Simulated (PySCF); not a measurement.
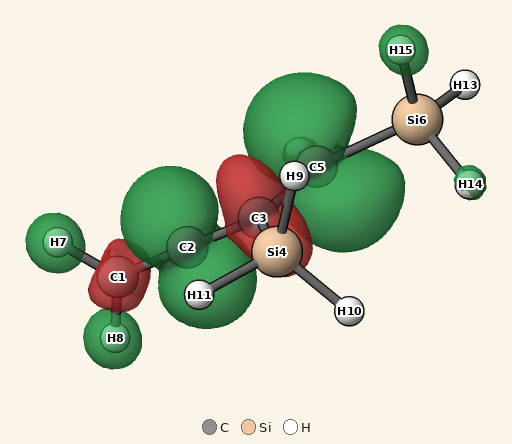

Figure 1: C₄H₉Si₂ (doublet). Isosurfaces of the spin density at +0.02 (green) and −0.02 e/Å³ (red), seen at an oblique angle.

Geometry: GFN2-xTB.

Level of theory: UKS B3LYP, pcH-1 on C H Si, non-relativistic, mean-field spin-orbit, GIAO in PySCF 2.14.0, density-fitted response routines.

```xyz
15

C     2.9567   -0.5236   -0.4785
C     1.7023   -0.3041   -0.2715
C     0.3995   -0.0596   -0.0964
Si   -0.5077    0.6999   -1.5845
C    -0.2431   -0.3659    1.1079
Si   -2.0290   -0.0664    1.5160
H     3.7187    0.2094   -0.2506
H     3.3211   -1.4562   -0.8877
H    -1.2332    1.8951   -1.1541
H    -1.4327   -0.2916   -2.1368
H     0.5020    1.0483   -2.5875
H     0.3841   -0.8052    1.8768
H    -2.3215   -0.7663    2.7703
H    -2.9100   -0.5720    0.4552
H    -2.3116    1.3660    1.6996
```

Which atoms carry the spin?

Answer. The unpaired spin (1 electron) lies mostly on C5 (about 0.5) and C2 (about 0.3), in electrons by Hirshfeld's partition.
